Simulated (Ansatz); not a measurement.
The starting structures come from a database of crystals and need not be the phases stable at ambient conditions.

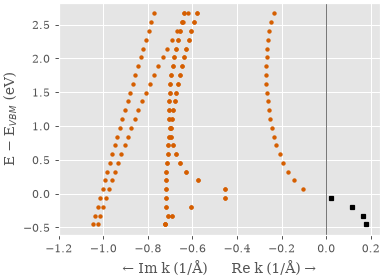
Figure. Complex bands at the centre of the two-dimensional zone; r2SCAN (Ansatz, a quantum-chemistry and plane-wave program)

The gap is the functional's own. No spin-orbit coupling. Mid-gap values are interpolated on the energy grid.

Q: This is CsLuS2 (P6_3/mmc, not sure to be the ambient phase, 8 atoms a cell, 27.7 Å³ an atom) along the normal of (001). Read off the slowest decay at the centre of the two-dimensional zone at 1.24 eV, the computed energy nearest the middle of the gap.

A: κ ≈ 0.26 1/Å, a decay length 1/(2κ) of the density of 1.9 Å.
